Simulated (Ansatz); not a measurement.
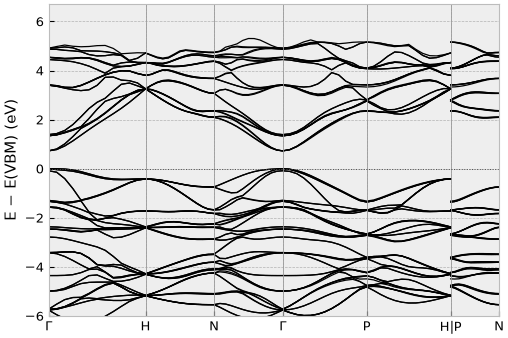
Fig. 1. Band structure from PBEsol with spin–orbit coupling (plane waves, PAW; program Ansatz)

The gap is 0.73 eV; an edge lies off the plotted path or next to a special point (maximum on the Γ–H line, 2 % of the way from Γ, minimum at Γ).

The material is Zr3N4 in space group I-43d (No. 220; Zr on 12a, N on 16c).

The cell was relaxed with PBEsol under the symmetry of its start. No spin polarisation was allowed.

Potentials: the later of the program's two PAW sets.
